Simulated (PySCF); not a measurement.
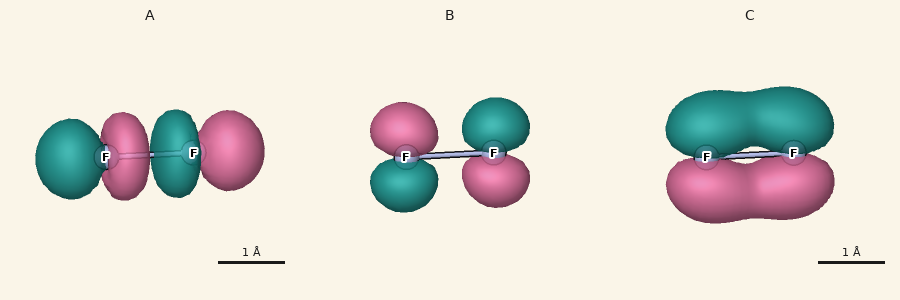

*F2. Three frontier orbitals, each drawn at the value that holds 80 % of its norm (teal and pink are the two phases), in no order; of a degenerate pair one member is drawn.*

Method: PBE0/def2-SVPD, non-relativistic Hamiltonian with scalar-relativistic core potentials where named, at a bond length of 1.379 Å (PySCF 2.14.0).

Q: Name the orbitals and rank them from lowest to highest energy.

A: Orbital C: πu, occupied, −15.73 eV; with no node between the nuclei, bonding.
Orbital B: πg, occupied, −11.87 eV; antibonding, with a node between the atoms.
Orbital A: σu, empty, −3.65 eV; antibonding, with a node between the atoms.
